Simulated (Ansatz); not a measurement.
# AsH4Si with multiplicity 2: inversion of the pyramid at Si1, part 2 of 2

Wanted: the energy profile along the inversion of the pyramid at Si1, from relaxed end points and a band of images. SMILES of the start: [SiH2][AsH2].

Ansatz 0.2.0; UKS LDA/def2-SVP. The steps go on from the part before.

## Step 6: Frequencies at the highest image

The geometry is the highest inner image of the first converged band.

The input, input.yaml:

```yaml
crystal:
  periodic: [false, false, false]
  atoms:
    - { symbol: Si, position_ang: [-0.063742, -0.966891, -0.235635] }
    - { symbol: As, position_ang: [-0.405586, 1.328591, -0.328183] }
    - { symbol: H, position_ang: [0.911828, -1.661422, 0.665838] }
    - { symbol: H, position_ang: [-0.855839, -1.829757, -1.16608] }
    - { symbol: H, position_ang: [1.083085, 1.650733, -0.117784] }
    - { symbol: H, position_ang: [-0.669736, 1.478756, 1.181834] }
magnetization:
  spin_polarized: true
  initial_magnetization: 1
basis:
  gaussian: { orbitals: def2-SVP }
hamiltonian:
  xc: lda
phonons: {}
```

The run is started by

```sh
$ ansatz run input.yaml --threads 1 --pin off --max-ram 2048MiB --backend cpu --events-out ev --progress --plain --runs-dir out
```

The log of the run (excerpt; [...] marks lines left out):

```text
Warning: RAYON_NUM_THREADS=1 ignored (pool sized by the plan → 1); use --threads N
[...]
Functional definition: SPW92
[...]
791 factors; their error is unknown
[...]
mean field -68650.19145108 eV, -2522.8480030562 hartree, gradient 6.2e-5 eV, S^2 0.752950; 0 other end points of the search recorded, 0 dependent functions left out
[...]
reference -68650.19147872 eV, -2522.8480040719 hartree; 26, 25 occupied and 44, 45 virtual orbitals, 791 factors
[...]
791 factors; their error is unknown
[...]
mean field -68650.19140782 eV, -2522.8480014665 hartree, gradient 2.2e-6 eV, S^2 0.752952; 0 other end points of the search recorded, 0 dependent functions left out
[...]
reference -68650.19143547 eV, -2522.8480024823 hartree; 26, 25 occupied and 44, 45 virtual orbitals, 791 factors
[...]
791 factors; their error is unknown
[...]
reference -68650.19145648 eV, -2522.8480032545 hartree; 26, 25 occupied and 44, 45 virtual orbitals, 791 factors
[...]
791 factors; their error is unknown
mean field -68650.19144293 eV, -2522.8480027565 hartree, gradient 1.5e-6 eV, S^2 0.752952; 0 other end points of the search recorded, 0 dependent functions left out
[...]
reference -68650.19147056 eV, -2522.8480037722 hartree; 26, 25 occupied and 44, 45 virtual orbitals, 791 factors
[...]
791 factors; their error is unknown
mean field -68650.19143736 eV, -2522.8480025518 hartree, gradient 2.3e-6 eV, S^2 0.752952; 0 other end points of the search recorded, 0 dependent functions left out
[...]
reference -68650.19146499 eV, -2522.8480035675 hartree; 26, 25 occupied and 44, 45 virtual orbitals, 791 factors
[...]
791 factors; their error is unknown
mean field -68650.19142501 eV, -2522.8480020981 hartree, gradient 2.1e-6 eV, S^2 0.752949; 0 other end points of the search recorded, 0 dependent functions left out
[...]
```

## Step 7: The output, continued: vibrations at the highest image of the band

Output, continued (excerpt; [...] marks lines left out):

```text
reference -68650.19145265 eV, -2522.8480031138 hartree; 26, 25 occupied and 44, 45 virtual orbitals, 791 factors
[...]
791 factors; their error is unknown
[...]
mean field -68650.19143819 eV, -2522.8480025823 hartree, gradient 2.1e-6 eV, S^2 0.752948; 0 other end points of the search recorded, 0 dependent functions left out
[...]
reference -68650.19146582 eV, -2522.8480035979 hartree; 26, 25 occupied and 44, 45 virtual orbitals, 791 factors
[...]
791 factors; their error is unknown
mean field -68650.19143184 eV, -2522.8480023489 hartree, gradient 2.2e-6 eV, S^2 0.752953; 0 other end points of the search recorded, 0 dependent functions left out
[...]
reference -68650.19145948 eV, -2522.8480033647 hartree; 26, 25 occupied and 44, 45 virtual orbitals, 791 factors
[...]
791 factors; their error is unknown
[...]
reference -68650.19144060 eV, -2522.8480026709 hartree; 26, 25 occupied and 44, 45 virtual orbitals, 791 factors
WARN: phonons: modes at or below zero, which the zero-point energy, F, S and C_V leave out: 1, the lowest at -467.09 cm⁻¹. A minimum has none, and a first-order saddle one
Total energy: -68650.19147872 eV, -2522.8480040719 hartree
Atom 0 at    -0.063742    -0.966891    -0.235635 Å, force    -0.001679     0.002963     0.002435 eV/Å
Atom 1 at    -0.405586     1.328591    -0.328183 Å, force    -0.006891     0.000729     0.004787 eV/Å
Atom 2 at     0.911828    -1.661422     0.665838 Å, force     0.000249    -0.002819     0.002463 eV/Å
Atom 3 at    -0.855839    -1.829757    -1.166080 Å, force     0.001269    -0.001945    -0.003996 eV/Å
Atom 4 at     1.083085     1.650733    -0.117784 Å, force     0.003654     0.001653    -0.001397 eV/Å
Atom 5 at    -0.669736     1.478756     1.181834 Å, force     0.003399    -0.000581    -0.004292 eV/Å
Dipole moment:     0.058179     0.036421     0.085864 e Å
Vibrations: -467.09 85.46 367.72 422.28 601.92 648.50 863.92 944.10 2105.04 2128.90 2178.06 2222.37 cm⁻¹, zero-point energy 0.779134 eV
```

Run time: 78 s. Hardware: 1 thread of Intel Xeon at 2.50GHz (Skylake/Cascade Lake), shared host; peak memory 0.12 GiB.

Of 12 modes, 1 is imaginary by more than 30 cm⁻¹ (467i cm⁻¹).

## Step 8: Another band, settings changed

crystal.atoms is end A as relaxed above, and neb.final_atoms is end B, turned to lie on A. With 5 inner images the band has 7 in all.

The input, input.yaml:

```yaml
crystal:
  periodic: [false, false, false]
  atoms:
    - { symbol: Si, position_ang: [-0.011493, -1.038412, 0.16857] }
    - { symbol: As, position_ang: [0.028633, 1.229787, -0.425969] }
    - { symbol: H, position_ang: [1.270939, -1.677543, -0.320319] }
    - { symbol: H, position_ang: [-1.161636, -1.702251, -0.558654] }
    - { symbol: H, position_ang: [1.039316, 1.599124, 0.668283] }
    - { symbol: H, position_ang: [-1.165749, 1.589305, 0.468078] }
magnetization:
  spin_polarized: true
  initial_magnetization: 1
basis:
  gaussian: { orbitals: def2-SVP }
hamiltonian:
  xc: lda
neb:
  order_check: false
  images: 5
  f_tol: 0.05
  max_iterations: 60
  initial_path: linear
  final_atoms:
    - { symbol: Si, position_ang: [0.20261059, -0.94130493, -0.52609791] }
    - { symbol: As, position_ang: [-0.31851127, 1.35085047, -0.37510051] }
    - { symbol: H, position_ang: [0.77087329, -1.58076911, 0.72031161] }
    - { symbol: H, position_ang: [-1.0018011, -1.72340425, -0.99083373] }
    - { symbol: H, position_ang: [1.11263115, 1.67987026, 0.07792032] }
    - { symbol: H, position_ang: [-0.76579267, 1.21476756, 1.09378921] }
```

The run is started by

```sh
$ ansatz run input.yaml --threads 1 --pin off --max-ram 2048MiB --backend cpu --events-out ev --progress --plain --runs-dir out
```

The log of the run (excerpt; [...] marks lines left out):

```text
Warning: RAYON_NUM_THREADS=1 ignored (pool sized by the plan → 1); use --threads N
[...]
Functional definition: SPW92
[...]
791 factors; their error is unknown
[...]
mean field -68650.43022412 eV, -2522.8567778036 hartree, gradient 3.4e-5 eV, S^2 0.751216; 0 other end points of the search recorded, 0 dependent functions left out
[...]
reference -68650.43025111 eV, -2522.8567787954 hartree; 26, 25 occupied and 44, 45 virtual orbitals, 791 factors
791 factors; their error is unknown
[...]
mean field -68650.33019678 eV, -2522.8531018667 hartree, gradient 5.2e-5 eV, S^2 0.751658; 0 other end points of the search recorded, 0 dependent functions left out
[...]
reference -68650.33022391 eV, -2522.8531028635 hartree; 26, 25 occupied and 44, 45 virtual orbitals, 791 factors
NEB end point (image 0): max|allowed force component| = 3.596e-3 eV/Å (the criterion of neb.relax_end_points is 1.000e-2)
[...]
NEB iter  16: max|band force component| = 2.409e-2 eV/Å  barrier→ = 0.2387 eV  barrier← = 0.1387 eV  CI = image 4  Δτ_max = 0.0000 Å  (238 SCF iters)
Total energy: -68650.19153119 eV, -2522.8480060003 hartree
Atom 0 at    -0.048980    -0.948200    -0.305067 Å, force     0.000232     0.002038     0.001810 eV/Å
Atom 1 at    -0.344265     1.355697    -0.285213 Å, force    -0.006263    -0.001519     0.003593 eV/Å
Atom 2 at     0.793033    -1.722459     0.663860 Å, force    -0.001690    -0.000835     0.001133 eV/Å
Atom 3 at    -0.729889    -1.730917    -1.382865 Å, force     0.001701    -0.000619    -0.002864 eV/Å
Atom 4 at     1.113228     1.632536     0.119346 Å, force     0.002994     0.000495    -0.001235 eV/Å
Atom 5 at    -0.783117     1.413353     1.189927 Å, force     0.003025     0.000441    -0.002437 eV/Å
Dipole moment:     0.048091     0.029730     0.094336 e Å
this run last wrote the band of iteration 16 to <dir>; this run last wrote the band within `neb.f_tol` of iteration 11 to <dir>
```

Run time: 3.6 min. Hardware: 1 thread of Intel Xeon at 2.50GHz (Skylake/Cascade Lake), shared host; peak memory 0.14 GiB.

## Step 9: The band, image by image

Images 0 and 6 are the ends. Energies count from image 0; the path length is the program's own measure over all atoms.

```
image  path (Å)  energy (eV)  sum of angles at Si1 (°)  band force (eV/Å)
    0     0.000       0.0000                     324.2                  -
    1     0.539       0.0204                     325.8              0.006
    2     1.077       0.0648                     329.7              0.006
    3     1.616       0.0964                     335.3              0.013
   4*     2.154       0.2387                     360.0              0.006
    5     2.494       0.1314                     347.5              0.024
    6     2.833       0.1000                     336.1                  -
```

The star marks the climbing image.

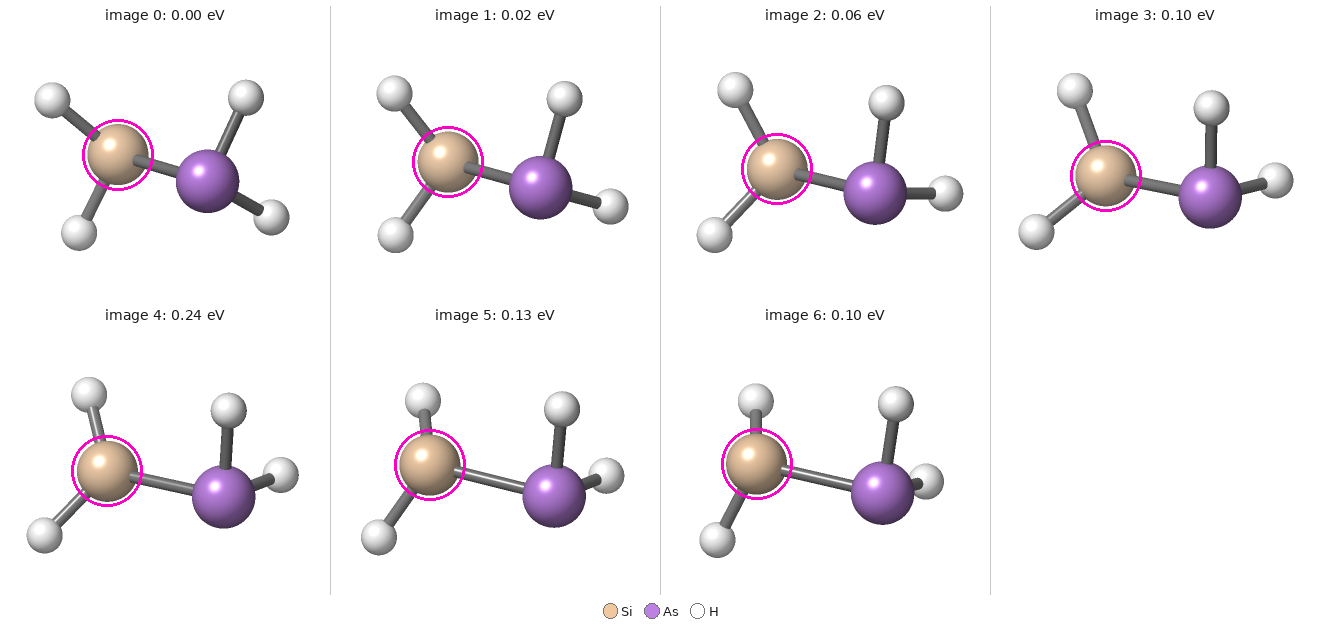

The images of the last band, seen from a chosen angle. Ringed: Si1. Sticks join atoms closer than a bonding distance in each image.

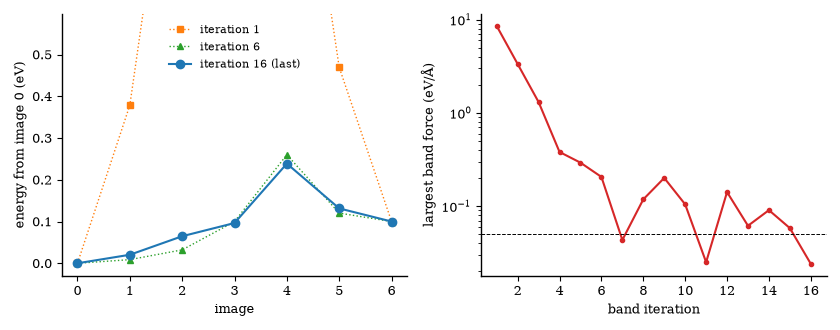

Left: energy of each image for early iterations and the last one (lines only join the points; early values far above the last band run off the scale). Right: the largest band force by iteration, with the threshold dashed.

## Step 10: Results

This closing draws on all 2 parts.

| quantity | value |
| --- | --- |
| end A | 7 moves, 0.120 eV lower |
| end B | 10 moves, 0.095 eV lower |
| first band: barrier forwards | 0.24 eV |
| first band: barrier backwards | 0.14 eV |
| first band: second end relative to first | +0.100 eV |
| first band: highest image | 3 of 0 to 6, climbing |
| first band: band iterations | 15 |
| imaginary modes at the top | 467i cm⁻¹ |
| second band | top 0.239 eV above image 0, 16 iterations, 5 inner images |
| time, first and second band | 4.2 min and 3.6 min |

What this shows: In the first band: along this path the system climbs 0.24 eV from the first end (9 kT at 300 K), which at an assumed attempt frequency of 10^13 s⁻¹ means a rate near 10^9 s⁻¹. The second end lies 0.10 eV above the first, so the way back costs 0.14 eV. One imaginary mode, as a first-order saddle point has. The second band's top agrees with the first's to 1 meV, so the changed settings hardly move the height. Zero-point energy and entropy are left out.
